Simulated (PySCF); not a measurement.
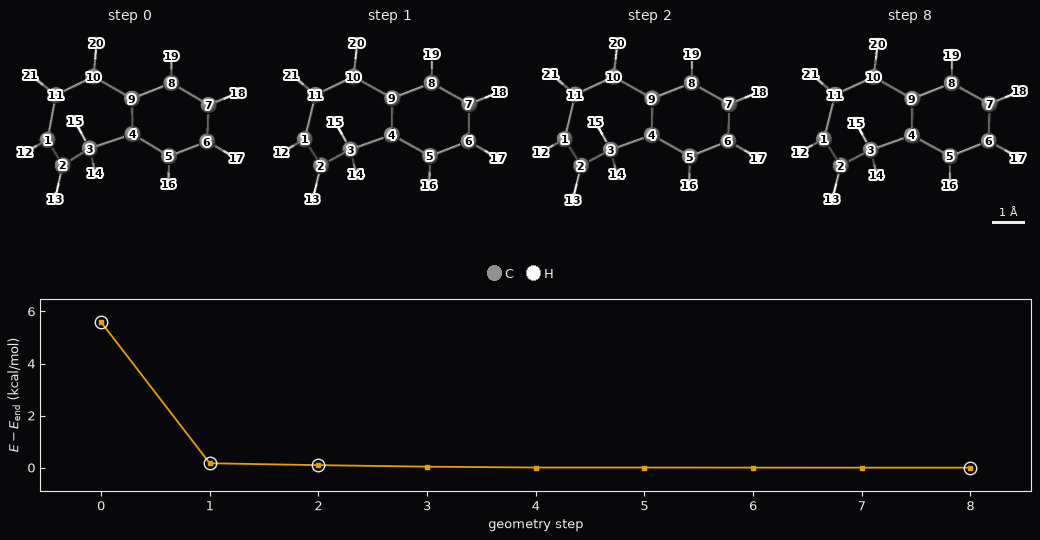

Frames of a relaxation of C$_{11}$H$_{10}$, marked on the history of the run. Style: ball-and-stick. Shown at a tilt.

The start comes from GFN2-xTB. Its atoms were then displaced at random by about 0.01 Å.

Method: PBE0-D3(BJ)/def2-SVP geometry optimisation, gas phase (PySCF 2.14.0, density-fitted response routines). 

### Describe the path.

After 8 geometry steps the energy has fallen by 5.59 kcal/mol. The atom that moves furthest after the best rigid fit is H12 (0.17 Å). By element the largest moves are H 0.17 Å, C 0.12 Å. Among the contacts that change: C3–C4 1.554 → 1.505 Å, C1–C2 1.311 → 1.346 Å, C5–H16 1.062 → 1.093 Å, C4–C5 1.368 → 1.398 Å. Bond angles that change, for instance: C2–C3–C4 107.4° → 110.8°, C11–C1–H12 113.5° → 116.6°, C5–C4–C9 122.0° → 119.3°. From step 0 to 1: H12 moves most (0.12 Å), energy −5.42 kcal/mol. From step 1 to 2: H12 moves most (0.03 Å), energy −0.07 kcal/mol. From step 2 to 8: H12 moves most (0.03 Å), energy −0.10 kcal/mol.
